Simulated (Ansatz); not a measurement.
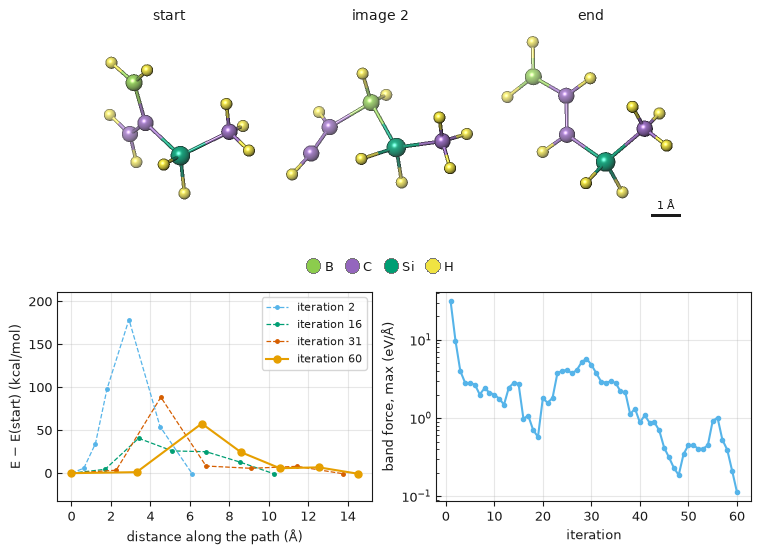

NEB run on C3H9BSi. Images are numbered from 0 (start) to 6 (end). The plot follows the band through its iterations. A ball-and-stick model, seen at a tilt.

Computed with RKS PBE/cc-pVDZ (Ansatz). Settings: 5 movable images; climbing image; force threshold 0.05 eV/Å; iteration limit 60; starting path through a guess of the saddle point.

Judge this run.

Answer. The result isn't final. The band hadn't converged when the run stopped after 60 iterations. The largest component of the band force went from 31 to 0.11 eV/Å. The barrier read from it is provisional: over the last two iterations the highest image moved from 58.1 kcal/mol to 57.8 kcal/mol. The first iteration put the highest image at 299.0 kcal/mol. The highest point, image 2, lies 57.8 kcal/mol above the start and 58.4 kcal/mol above the end; the end is at −0.6 kcal/mol relative to the start.
